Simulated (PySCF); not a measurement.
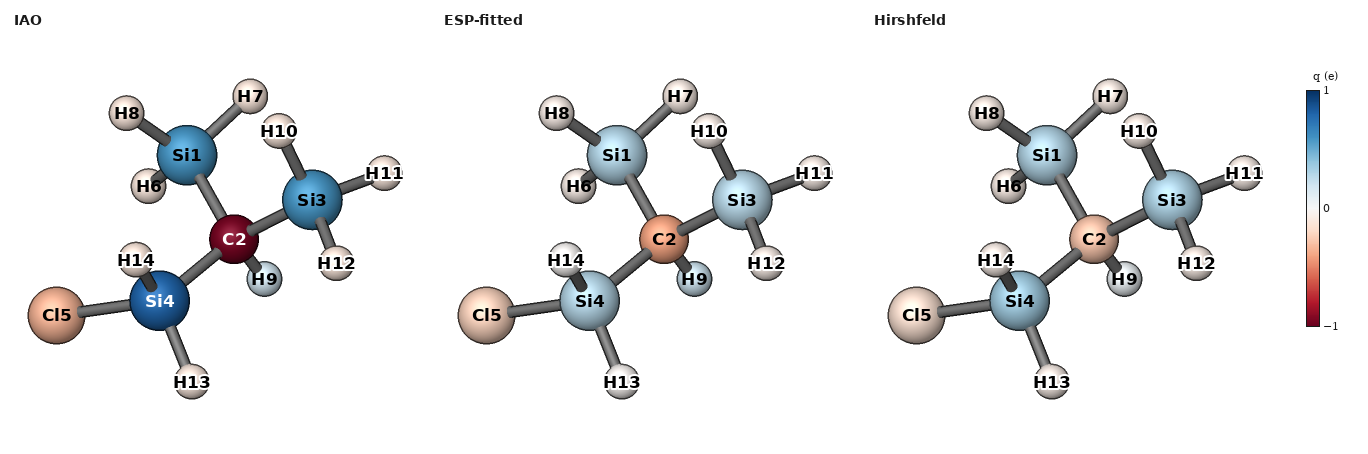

Atomic charges of one calculation by 3 schemes, on one colour scale. The geometry was computed by an optimisation with PBE0-D3(BJ)/def2-SVP. No frequency run is at hand to confirm it as a minimum. Method: PBE0/pcSseg-1 in acetone (IEF-PCM) (PySCF 2.14.0).

Question. Which scheme gives the most polar picture (largest mean size of the charges)?

Answer. The IAO charges are the largest in size here, and the Hirshfeld charges the smallest.

Question. On which atom do the schemes disagree most?

Answer. On C2 (from −0.95 to −0.28 e).

List the charges (e), one line for each set of equivalent atoms.

```json
{"atom": "Si1", "IAO": "0.59", "ESP-fitted": "0.30", "Hirshfeld": "0.29"}
{"atom": "C2", "IAO": "−0.95", "ESP-fitted": "−0.40", "Hirshfeld": "−0.28"}
{"atom": "Si3", "IAO": "0.59", "ESP-fitted": "0.28", "Hirshfeld": "0.31"}
{"atom": "Si4", "IAO": "0.80", "ESP-fitted": "0.28", "Hirshfeld": "0.34"}
{"atom": "Cl5", "IAO": "−0.34", "ESP-fitted": "−0.22", "Hirshfeld": "−0.15"}
{"atom": "H6", "IAO": "−0.10", "ESP-fitted": "−0.07", "Hirshfeld": "−0.08"}
{"atom": "H7", "IAO": "−0.11", "ESP-fitted": "−0.08", "Hirshfeld": "−0.08"}
{"atom": "H8", "IAO": "−0.11", "ESP-fitted": "−0.06", "Hirshfeld": "−0.08"}
{"atom": "H9", "IAO": "0.19", "ESP-fitted": "0.22", "Hirshfeld": "0.06"}
{"atom": "H10", "IAO": "−0.11", "ESP-fitted": "−0.06", "Hirshfeld": "−0.07"}
{"atom": "H11", "IAO": "−0.10", "ESP-fitted": "−0.06", "Hirshfeld": "−0.07"}
{"atom": "H12", "IAO": "−0.11", "ESP-fitted": "−0.06", "Hirshfeld": "−0.07"}
{"atom": "H13", "IAO": "−0.11", "ESP-fitted": "−0.03", "Hirshfeld": "−0.07"}
{"atom": "H14", "IAO": "−0.11", "ESP-fitted": "−0.02", "Hirshfeld": "−0.07"}
```
